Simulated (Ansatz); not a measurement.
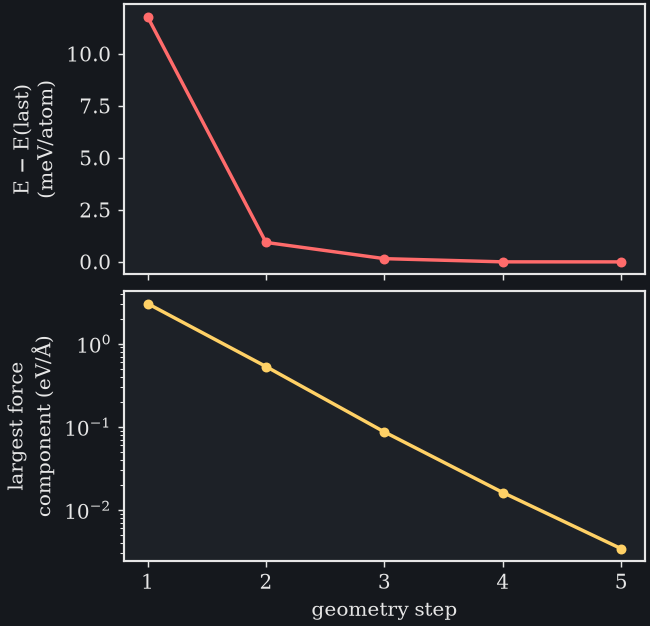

History of a geometry optimisation. H₃C₂N (6 atoms in the cell); DFT PBE, scalar-relativistic, plane waves, PAW in Ansatz; cutoff 420 eV, 1×1×1 k-mesh, Gaussian smearing of 0.005 eV. Only the atoms move.

The optimisation met its thresholds at geometry 5, counting the start as the first. The energy fell by about 12 meV/atom from the first step to the last. The largest force component goes from about 3 eV/Å at the start to 3 × 10⁻³ eV/Å at the end.
